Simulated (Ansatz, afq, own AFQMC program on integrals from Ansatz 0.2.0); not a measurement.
**SiH₄O (triplet): AFQMC on the coupled-cluster ladder at distance Si1–H5 along a hydrogen transfer = 1.588 Å, cc-pVTZ**

Aim: compute SiH₄O (triplet) with auxiliary-field quantum Monte Carlo on the same integrals as coupled cluster, and set the energies side by side.

Computed with Ansatz 0.2.0, Gaussian basis, and an in-house AFQMC program (afq) on its integrals; all values are calculated. Level: cc-pVTZ, frozen cores.

The runs, in order: CCSD(T) on UHF; PBE (unrestricted); r2SCAN (unrestricted); PBE0 (unrestricted); B3LYP (unrestricted); wB97M-V (unrestricted); B2PLYP (unrestricted); Phaseless AFQMC, CISD trial on UHF.

**1. What is computed**

The geometry derives from fragments relaxed apart (PBE0/def2-TZVP) and kept rigid, so it is no stationary point. A hydrogen atom is moved between rigid fragments.

6 atoms, charge 0, spin multiplicity 3.

Atoms are counted from 1 here; the program's logs count them from 0.

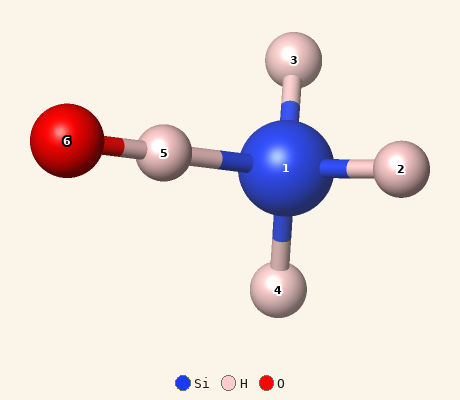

The geometry (silicon blue, hydrogen pink, oxygen red); atoms are numbered from 1 in the order of the file.

Geometry (Å):

```xyz
6
H4OSi
Si   -0.9458    0.0000    0.0000
H    -1.4407    1.3997    0.0000
H    -1.4407   -0.6999    1.2122
H    -1.4407   -0.6999   -1.2122
H     0.6422    0.0000    0.0000
O     1.8922    0.0000    0.0000
```

**2. CCSD(T) on UHF**

in.yaml

```yaml
crystal:
  periodic: [false, false, false]
  atoms:
    - {symbol: Si, position_ang: [-0.945837, 0.000000, 0.000000]}
    - {symbol: H, position_ang: [-1.440709, 1.399708, 0.000000]}
    - {symbol: H, position_ang: [-1.440708, -0.699854, 1.212183]}
    - {symbol: H, position_ang: [-1.440709, -0.699854, -1.212183]}
    - {symbol: H, position_ang: [0.642163, 0.000000, 0.000000]}
    - {symbol: O, position_ang: [1.892163, 0.000000, 0.000000]}
basis:
  gaussian: {orbitals: cc-pVTZ}
magnetization: {spin_polarized: true, initial_magnetization: 2}
correlation: {method: ccsd_t, electrons: outside_noble_gas, hamiltonian_folder: ham}
```

Started as:

```
$ ansatz run in.yaml --threads 1 --pin off --events-out ev --progress --plain --max-ram 16896MiB --backend cuda --devices 0, --max-vram 18GiB
```

What it wrote:

```text
Functional definition: HF
  name "HF"
  cite "Fock, Z. Phys. 61, 126 (1930) doi:10.1007/BF01340294"
  parent pbe
  exchange = exact_x
  correlation = 0
691 factors; integrals over basis functions are off by at most 1.0e-3 eV
mean field evaluation 1: about -9958.0875 eV, gradient 1.4e1 eV
mean field evaluation 2: about -9958.0942 eV, gradient 1.4e1 eV
mean field evaluation 4: about -9959.9467 eV, gradient 2.9e0 eV
mean field evaluation 8: about -9960.0905 eV, gradient 3.0e-1 eV
mean field evaluation 16: about -9959.9368 eV, gradient 2.9e0 eV
mean field evaluation 32: about -9960.0936 eV, gradient 9.8e-6 eV
mean field evaluation 64: about -9960.0860 eV, gradient 7.8e-1 eV
mean field evaluation 96: about -9960.0905 eV, gradient 3.0e-1 eV
mean field -9960.09358183 eV, -366.0266879383 hartree, gradient 3.9e-6 eV, S^2 2.039737; 5 other end points of the search recorded, 0 dependent functions left out
determinant -9960.09358183 eV, -366.0266879383 hartree, with singles and doubles -9970.07136624 eV, -366.3933647523 hartree
determinant -9958.50567519 eV, -365.9683334457 hartree, with singles and doubles -9968.07592141 eV, -366.3200335074 hartree
6 core orbitals not correlated: weight in the atoms' cores, before any rotation towards them, 1.000 or more for the frozen orbitals, at most 0.000 for the correlated occupied ones
reference -9960.09358183 eV, -366.0266879383 hartree; 8, 6 occupied and 106, 108 virtual orbitals, 691 factors
second order -8.60261093 eV of doubles, -0.00000000 eV of singles
cycle   1  -9.82050584 eV  change   -9.9e-1 eV  update   2.2e-2
cycle   2  -9.84019541 eV  change   -2.0e-2 eV  update   6.1e-3
cycle   3  -9.84505621 eV  change   -4.9e-3 eV  update   2.9e-3
cycle   4  -9.84760243 eV  change   -2.5e-3 eV  update   1.3e-3
cycle   5  -9.84902159 eV  change   -1.4e-3 eV  update   6.7e-4
cycle   6  -9.84944533 eV  change   -4.2e-4 eV  update   2.5e-4
cycle   7  -9.84954054 eV  change   -9.5e-5 eV  update   8.3e-5
cycle   8  -9.84955359 eV  change   -1.3e-5 eV  update   2.9e-5
cycle   9  -9.84954612 eV  change    7.5e-6 eV  update   1.1e-5
perturbative correction -0.27544346 eV, -0.0101223603 hartree
Total energy: -9970.21857141 eV, -366.3987744424 hartree
```

Wall time 6.5 s (1 × NVIDIA H100 80GB HBM3 with 1 thread of AMD EPYC 7R13 (Zen 3), shared host); peak host memory 1.9 GiB.

From the report: ⟨S²⟩ of the determinant 2.040 (pure triplet: 2.00); correlation -10.1250 eV; T1 0.022; largest double amplitude 0.03.

This run also writes the integrals to the folder ham.

**3. PBE (unrestricted)**

in.yaml, as its differences from that of step 2:

```diff
@@ -12,2 +12,3 @@
 magnetization: {spin_polarized: true, initial_magnetization: 2}
-correlation: {method: ccsd_t, electrons: outside_noble_gas, hamiltonian_folder: ham}
+hamiltonian: {xc: {name: PBE}}
+output: {orbitals: {seedname: orbitals}}
```

Started as:

```
$ ansatz run in.yaml --threads 1 --pin off --events-out ev --progress --plain --max-ram 5632MiB --backend cpu
```

What it wrote:

```text
Functional definition: PBE
  name "PBE"
  cite "Perdew, Burke & Ernzerhof, Phys. Rev. Lett. 77, 3865 (1996) doi:10.1103/PhysRevLett.77.3865"
  parent pbe
  parameter kappa = 0.804
  parameter beta = 0.06672455060314922
  exchange = pbe_x(kappa = kappa, mu = beta*pi^2/3)
  correlation = pbe_c(beta = beta)
682 factors; their error is unknown
mean field evaluation 1: about -9978.1389 eV, gradient 1.9e1 eV
mean field evaluation 2: about -9975.8553 eV, gradient 3.1e1 eV
mean field evaluation 4: about -9979.5989 eV, gradient 1.6e0 eV
mean field evaluation 8: about -9979.5843 eV, gradient 3.7e-2 eV
mean field evaluation 16: about -9979.5843 eV, gradient 3.6e-5 eV
mean field evaluation 32: about -9979.5843 eV, gradient 3.3e-5 eV
mean field evaluation 64: about -9979.5843 eV, gradient 1.9e-6 eV
mean field evaluation 96: about -9979.5705 eV, gradient 2.2e0 eV
mean field -9979.58426274 eV, -366.7429572504 hartree, gradient 4.0e-6 eV, S^2 2.005187; 4 other end points of the search recorded, 0 dependent functions left out
reference -9979.58429548 eV, -366.7429584538 hartree; 14, 12 occupied and 106, 108 virtual orbitals, 682 factors
Total energy: -9979.58429548 eV, -366.7429584538 hartree
```

It took 34 s on 1 thread of AMD EPYC 7R13 (Zen 3), shared host; peak memory 1.9 GiB.

From the report: ⟨S²⟩ of the determinant 2.005 (pure triplet: 2.00).

**4. r2SCAN (unrestricted)**

in.yaml, as its differences from that of step 3:

```diff
@@ -12,3 +12,2 @@
 magnetization: {spin_polarized: true, initial_magnetization: 2}
-hamiltonian: {xc: {name: PBE}}
-output: {orbitals: {seedname: orbitals}}
+hamiltonian: {xc: {name: r2SCAN}}
```

Launched as before.

What it wrote:

```text
Functional definition: r2SCAN
  name "r2SCAN"
  cite "Furness, Kaplan, Ning, Perdew & Sun, J. Phys. Chem. Lett. 11, 8208 (2020) doi:10.1021/acs.jpclett.0c02405"
  cite "Furness, Kaplan, Ning, Perdew & Sun, J. Phys. Chem. Lett. 11, 9248 (2020) doi:10.1021/acs.jpclett.0c03077"
  parent r2scan
  parameter k0 = 0.174
  parameter k1 = 0.065
  parameter a1 = 4.9479
  exchange = r2scan_x(k0 = k0, k1 = k1, a1 = a1)
  correlation = r2scan_c
682 factors; their error is unknown
mean field evaluation 1: about -9983.2822 eV, gradient 1.7e1 eV
mean field evaluation 2: about -9982.1763 eV, gradient 2.4e1 eV
mean field evaluation 4: about -9984.3958 eV, gradient 1.4e0 eV
mean field evaluation 8: about -9984.3775 eV, gradient 3.6e-2 eV
mean field evaluation 16: about -9984.3775 eV, gradient 7.0e-5 eV
mean field evaluation 32: about -9984.3775 eV, gradient 1.5e-3 eV
mean field -9984.37752599 eV, -366.9191064261 hartree, gradient 1.4e-6 eV, S^2 2.011029; 1 other end points of the search recorded, 0 dependent functions left out
reference -9984.37753702 eV, -366.9191068314 hartree; 14, 12 occupied and 106, 108 virtual orbitals, 682 factors
Total energy: -9984.37753702 eV, -366.9191068314 hartree
```

Run time: 12 s. Hardware: 1 thread of AMD EPYC 7R13 (Zen 3), shared host; peak memory 2.1 GiB.

From the report: ⟨S²⟩ of the determinant 2.011 (pure triplet: 2.00).

**5. PBE0 (unrestricted)**

in.yaml, as its differences from that of step 4:

```diff
@@ -12,2 +12,3 @@
 magnetization: {spin_polarized: true, initial_magnetization: 2}
-hamiltonian: {xc: {name: r2SCAN}}
+hamiltonian: {xc: {name: PBE0}}
+output: {orbitals: {seedname: orbitals}}
```

Same command.

What it wrote:

```text
Functional definition: PBE0
  name "PBE0"
  cite "Adamo & Barone, J. Chem. Phys. 110, 6158 (1999) doi:10.1063/1.478522"
  cite "Perdew, Burke & Ernzerhof, Phys. Rev. Lett. 77, 3865 (1996) doi:10.1103/PhysRevLett.77.3865"
  parent pbe
  parameter a = 0.25
  parameter kappa = 0.804
  parameter beta = 0.06672455060314922
  exchange = (1 - a)*pbe_x(kappa = kappa, mu = beta*pi^2/3) + a*exact_x
  correlation = pbe_c(beta = beta)
691 factors; their error is unknown
mean field evaluation 1: about -9979.5385 eV, gradient 1.5e1 eV
mean field evaluation 2: about -9979.0984 eV, gradient 1.9e1 eV
mean field evaluation 4: about -9980.4107 eV, gradient 7.5e-1 eV
mean field evaluation 8: about -9980.4446 eV, gradient 1.6e-1 eV
mean field evaluation 16: about -9980.4447 eV, gradient 6.2e-5 eV
mean field evaluation 32: about -9980.4444 eV, gradient 3.8e-1 eV
mean field -9980.44465478 eV, -366.7745760748 hartree, gradient 6.7e-6 eV, S^2 2.010409; 1 other end points of the search recorded, 0 dependent functions left out
reference -9980.44467957 eV, -366.7745769857 hartree; 14, 12 occupied and 106, 108 virtual orbitals, 691 factors
Total energy: -9980.44467957 eV, -366.7745769857 hartree
```

Wall time 21 s (1 thread of AMD EPYC 7R13 (Zen 3), shared host); peak memory 2.1 GiB.

From the report: ⟨S²⟩ of the determinant 2.010 (pure triplet: 2.00).

**6. B3LYP (unrestricted)**

in.yaml, as its differences from that of step 5:

```diff
@@ -12,3 +12,2 @@
 magnetization: {spin_polarized: true, initial_magnetization: 2}
-hamiltonian: {xc: {name: PBE0}}
-output: {orbitals: {seedname: orbitals}}
+hamiltonian: {xc: {name: B3LYP}}
```

Same command.

What it wrote:

```text
Functional definition: B3LYP
  name "B3LYP"
  cite "Stephens, Devlin, Chabalowski & Frisch, J. Phys. Chem. 98, 11623 (1994) doi:10.1021/j100096a001"
  cite "Becke, Phys. Rev. A 38, 3098 (1988) doi:10.1103/PhysRevA.38.3098"
  cite "Lee, Yang & Parr, Phys. Rev. B 37, 785 (1988) doi:10.1103/PhysRevB.37.785"
  cite "Vosko, Wilk & Nusair, Can. J. Phys. 58, 1200 (1980) doi:10.1139/p80-159"
  parameter a0 = 0.2
  parameter ax = 0.72
  parameter ac = 0.81
  exchange = (1 - a0 - ax)*slater_x + ax*b88_x + a0*exact_x
  correlation = (1 - ac)*vwn_rpa_c + ac*lyp_c
691 factors; their error is unknown
mean field evaluation 1: about -9985.7619 eV, gradient 1.7e1 eV
mean field evaluation 2: about -9984.8189 eV, gradient 2.4e1 eV
mean field evaluation 4: about -9986.8746 eV, gradient 9.5e-1 eV
mean field evaluation 8: about -9986.8979 eV, gradient 1.6e-1 eV
mean field evaluation 16: about -9986.8980 eV, gradient 1.4e-5 eV
mean field evaluation 32: about -9986.8976 eV, gradient 3.5e-1 eV
mean field -9986.89797173 eV, -367.0117310985 hartree, gradient 9.2e-6 eV, S^2 2.008387; 1 other end points of the search recorded, 0 dependent functions left out
reference -9986.89818426 eV, -367.0117389090 hartree; 14, 12 occupied and 106, 108 virtual orbitals, 691 factors
Total energy: -9986.89818426 eV, -367.0117389090 hartree
```

It took 26 s on 1 thread of AMD EPYC 7R13 (Zen 3), shared host; peak memory 2.1 GiB.

From the report: ⟨S²⟩ of the determinant 2.008 (pure triplet: 2.00).

**7. wB97M-V (unrestricted)**

in.yaml, as its differences from that of step 6:

```diff
@@ -12,2 +12,3 @@
 magnetization: {spin_polarized: true, initial_magnetization: 2}
-hamiltonian: {xc: {name: B3LYP}}
+hamiltonian: {xc: {name: wB97M-V}}
+output: {orbitals: {seedname: orbitals}}
```

The command is unchanged.

What it wrote:

```text
Functional definition: wB97M-V
  name "wB97M-V"
  cite "Mardirossian & Head-Gordon, J. Chem. Phys. 144, 214110 (2016) doi:10.1063/1.4952647"
  cite "Becke, J. Chem. Phys. 107, 8554 (1997) doi:10.1063/1.475007"
  cite "Vydrov & Van Voorhis, J. Chem. Phys. 133, 244103 (2010) doi:10.1063/1.3521275"
  # Of w^i u^j: cxij and so on, Table III.
  parameter omega = 0.3/bohr
  parameter cx = 0.15
  parameter cx01 = 1.007
  parameter cx10 = 0.259
  parameter css00 = 0.443
  parameter css04 = -1.437
  parameter css10 = -4.535
  parameter css20 = -3.390
  parameter css43 = 4.278
  parameter cos00 = 1.000
  parameter cos10 = 1.358
  parameter cos20 = 2.924
  parameter cos21 = -8.812
  parameter cos60 = -1.390
  parameter cos61 = 9.142
  parameter b = 6.0
  parameter c = 0.01
  gx(w, u) = 1 - cx + cx01*u + cx10*w
  gss(w, u) = css00 + css04*u^4 + css10*w + css20*w^2 + css43*w^4*u^3
  gos(w, u) = cos00 + cos10*w + (cos20 + cos21*u)*w^2 + (cos60 + cos61*u)*w^6
  exchange = spin_sum(e_x_unif_sr(omega)*gx(b97_w, b97_u_x)) + cx*exact_x_sr(omega) + exact_x_lr(omega)
  correlation = spin_sum(e_c_pw_mod_same_spin*gss(b97_w, b97_u_same))
      + integral(e_c_pw_mod_opposite_spin*gos(b97_w_opposite, b97_u_opposite)) + vv10(b, c)
691 factors; their error is unknown
163 factors; integrals over basis functions are off by at most 2.3e-5 eV
mean field evaluation 1: about -9983.1601 eV, gradient 1.5e1 eV
mean field evaluation 2: about -9983.4504 eV, gradient 1.5e1 eV
mean field evaluation 4: about -9984.2721 eV, gradient 4.1e-1 eV
mean field evaluation 8: about -9984.2873 eV, gradient 1.7e-1 eV
mean field evaluation 16: about -9984.2875 eV, gradient 5.5e-5 eV
mean field evaluation 32: about -9984.2875 eV, gradient 2.7e-2 eV
mean field -9984.28748537 eV, -366.9157974944 hartree, gradient 2.5e-6 eV, S^2 2.009644; 3 other end points of the search recorded, 0 dependent functions left out
reference -9984.28752411 eV, -366.9157989179 hartree; 14, 12 occupied and 106, 108 virtual orbitals, 691 factors
Total energy: -9984.28752411 eV, -366.9157989179 hartree
```

Run time: 87 s. Hardware: 1 thread of AMD EPYC 7R13 (Zen 3), shared host; peak memory 2.1 GiB.

From the report: ⟨S²⟩ of the determinant 2.010 (pure triplet: 2.00).

**8. B2PLYP (unrestricted)**

in.yaml, as its differences from that of step 7:

```diff
@@ -12,3 +12,3 @@
 magnetization: {spin_polarized: true, initial_magnetization: 2}
-hamiltonian: {xc: {name: wB97M-V}}
-output: {orbitals: {seedname: orbitals}}
+hamiltonian: {xc: {name: B2PLYP}}
+correlation: {electrons: outside_noble_gas}
```

The command is unchanged.

What it wrote:

```text
Functional definition: B2PLYP
  name "B2PLYP"
  cite "Grimme, J. Chem. Phys. 124, 034108 (2006) doi:10.1063/1.2148954"
  cite "Becke, Phys. Rev. A 38, 3098 (1988) doi:10.1103/PhysRevA.38.3098"
  cite "Lee, Yang & Parr, Phys. Rev. B 37, 785 (1988) doi:10.1103/PhysRevB.37.785"
  parameter a = 0.53
  parameter c = 0.27
  exchange = (1 - a)*b88_x + a*exact_x
  correlation = (1 - c)*lyp_c + c*(mp2_os + mp2_ss)
691 factors; integrals over basis functions are off by at most 1.0e-3 eV
mean field evaluation 1: about -9977.3536 eV, gradient 1.3e1 eV
mean field evaluation 2: about -9977.4038 eV, gradient 1.3e1 eV
mean field evaluation 4: about -9978.3425 eV, gradient 1.7e0 eV
mean field evaluation 8: about -9978.3805 eV, gradient 2.7e-1 eV
mean field evaluation 16: about -9978.3817 eV, gradient 7.1e-5 eV
mean field evaluation 32: about -9978.3796 eV, gradient 8.7e-1 eV
mean field evaluation 64: about -9978.3817 eV, gradient 4.8e-6 eV
mean field -9978.38166306 eV, -366.6987625276 hartree, gradient 7.8e-6 eV, S^2 2.018819; 2 other end points of the search recorded, 0 dependent functions left out
6 core orbitals not correlated: weight in the atoms' cores, before any rotation towards them, 1.000 or more for the frozen orbitals, at most 0.000 for the correlated occupied ones
reference -9978.38179864 eV, -366.6987675100 hartree; 8, 6 occupied and 106, 108 virtual orbitals, 691 factors
second order -10.62060567 eV of doubles, -0.00000000 eV of singles
Total energy: -9981.24936217 eV, -366.8041485261 hartree
```

Wall time 22 s (1 thread of AMD EPYC 7R13 (Zen 3), shared host); peak memory 2.1 GiB.

From the report: ⟨S²⟩ of the determinant 2.019 (pure triplet: 2.00).

**9. Phaseless AFQMC, CISD trial on UHF**

It reads the integrals that the CCSD(T) run on this determinant wrote.

Started as:

```
$ afq ham --method phaseless --trial cisd --walkers 600 --populations 10 --least-time 60 --time-step 0.005 --steps-per-block 50 --equilibration-blocks 28 --max-blocks 4000 --target-error 0.00022 --factor-cut 1e-05 --start spin_pure --seed 7411 --release-times 0.24,0.51,0.99,1.62,2.4 --release-step 0.03 --release-every 3 --taylor-order 6
```

What it wrote:

```text
orbitals 114  electrons 8 6  factors 686 of 691
reference energy -366.02668794 Eh
CCSD correlation -0.36196431 Eh in 11 cycles, weight of the determinant in the CISD state 0.8641
energy of the start -366.386712 Eh
 block  time / (1/Eh)  mean weight  energy / Eh
     1     0.250  1.0017  -366.383832
     2     0.500  0.9993  -366.386834
     3     0.750  1.0002  -366.390169
     4     1.000  0.9995  -366.392935
     5     1.250  1.0006  -366.396554
     6     1.500  0.9997  -366.394824
     7     1.750  1.0004  -366.395819
     8     2.000  1.0008  -366.397270
     9     2.250  1.0004  -366.397136
    10     2.500  0.9999  -366.398676
    13     3.250  0.9993  -366.400722
    16     4.000  0.9989  -366.400195
    19     4.750  1.0007  -366.400146
    22     5.500  1.0004  -366.399776
    25     6.250  0.9990  -366.399301
    28     7.000  1.0004  -366.400837
    31     7.750  1.0005  -366.402462
    34     8.500  1.0006  -366.399862
    37     9.250  1.0010  -366.399529
    40    10.000  1.0004  -366.398141
    43    10.750  1.0011  -366.398727
    46    11.500  1.0007  -366.400244
    49    12.250  0.9995  -366.400143
    52    13.000  1.0000  -366.399855
    55    13.750  1.0003  -366.400807
    58    14.500  0.9994  -366.399293
    61    15.250  1.0002  -366.399595
    64    16.000  0.9999  -366.398662
    67    16.750  1.0004  -366.399005
    70    17.500  1.0020  -366.402801
    73    18.250  1.0005  -366.403508
    76    19.000  1.0001  -366.399318
    79    19.750  1.0011  -366.401617
    82    20.500  1.0008  -366.401998
    85    21.250  0.9995  -366.399044
    88    22.000  0.9997  -366.401526
    91    22.750  1.0005  -366.398064
    94    23.500  0.9989  -366.396920
    97    24.250  1.0001  -366.398455
   100    25.000  1.0016  -366.397222
   103    25.750  0.9993  -366.397106
   106    26.500  0.9996  -366.399231
   109    27.250  0.9997  -366.398818
   112    28.000  0.9999  -366.397335
   115    28.750  1.0007  -366.400436
   118    29.500  1.0002  -366.400261
   121    30.250  1.0008  -366.399238
   124    31.000  1.0000  -366.397980
   127    31.750  1.0007  -366.399719
   130    32.500  0.9994  -366.400602
   133    33.250  1.0004  -366.403945
   136    34.000  0.9992  -366.403231
   139    34.750  0.9993  -366.399445
   142    35.500  1.0002  -366.402235
   145    36.250  1.0005  -366.398688
   148    37.000  1.0003  -366.400115
error from the spread of 10 populations
released: time / (1/Eh)  energy / Eh  error  mean overlap
  0.24  -366.399990  0.000207  0.9995
  0.51  -366.400267  0.000233  0.9966
  0.99  -366.400621  0.000370  0.9914
  1.62  -366.400858  0.000322  0.9737
  2.40  -366.401781  0.000307  0.9508
energy -366.399974 +/- 0.000187 Eh
```

Wall time 3.2 min (1 × NVIDIA H100 80GB HBM3 with 2 threads of AMD EPYC 7R13 (Zen 3), shared host); peak host memory 2.1 GiB.

Energy -9970.2512 ± 0.0051 eV. Caveats: constraint bias not in the error.

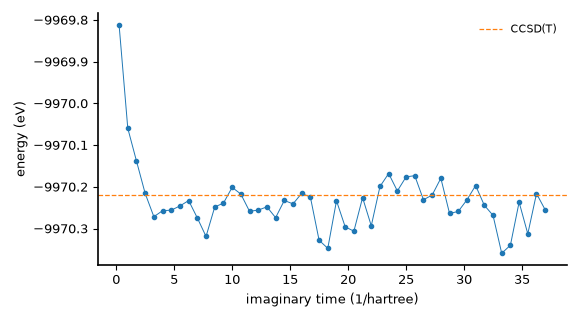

Block energies along the walk.

**10. All levels side by side**

On the UHF determinant, counted from CCSD(T) (a yardstick, not exact):

| level | energy (eV) | from CCSD(T) (kJ/mol) | statistical error (kJ/mol) | time |
| --- | --- | --- | --- | --- |
| HF | -9960.0936 | +976.9 |  |  |
| MP2 | -9968.6962 | +146.9 |  |  |
| CCSD | -9969.9431 | +26.6 |  |  |
| CCSD(T) | -9970.2186 | 0.0 |  |  |
| Phaseless AFQMC, CISD trial, step 0.005, 600 walkers | -9970.2512 | -3.1 | 0.5 | 3.2 min |

The functionals' totals stand on their own zeros and serve differences with other points: PBE -9979.584 eV; r2SCAN -9984.378 eV; PBE0 -9980.445 eV; B3LYP -9986.898 eV; wB97M-V -9984.288 eV; B2PLYP -9981.249 eV.

**11. What came out**

```
                                       quantity              value
Phaseless AFQMC, CISD trial on UHF from CCSD(T)  -3.1 ± 0.5 kJ/mol
```

On UHF the phaseless walk with the CISD trial lies -3.1 kJ/mol from CCSD(T), 6 times its error bar. Error bars are statistical and leave out the constraint, the time step and what remains of the start.
